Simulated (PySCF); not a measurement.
Input

```
{"job": {"kind": "uv", "xc": "CAM-B3LYP", "basis": "def2-SVPD", "ip": true}, "charge": 0, "multiplicity": 1}
C     -0.939364    -0.249152    -0.295454
N      0.244433    -0.914306    -0.185657
C      1.095517    -0.140738     0.423967
S      0.409949     1.379194     0.840897
N     -1.052181     0.963916     0.181879
H     -1.795169    -0.723897    -0.782770
H      2.128666    -0.417027     0.648184
```

Command:

```sh
OMP_NUM_THREADS=1 python probes_run.py task.json out
```

Geometry: PBE0-D3(BJ)/def2-SVP.

Theory: CAM-B3LYP/def2-SVPD, SCF density, gas phase in PySCF.

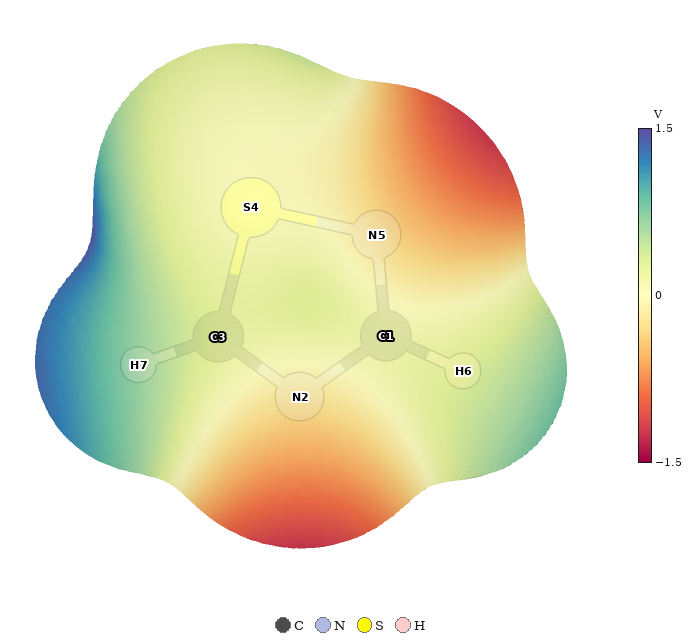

C₂H₂N₂S (SMILES c1ncsn1). The molecular electrostatic potential painted on the density surface at 0.001 e/bohr³, seen at a tilt; red is negative and blue positive.

Q: Which sites attract a positive test charge, and which a negative one?

A: A positive charge is drawn to the negative regions and a negative charge to the positive ones. The most negative region (about −1.2 V) lies over N2 and N5, the most positive (about +1.4 V) over C3 and S4.

Q: How polar is the molecule by this calculation?

A: Its dipole moment is 1.58 D.
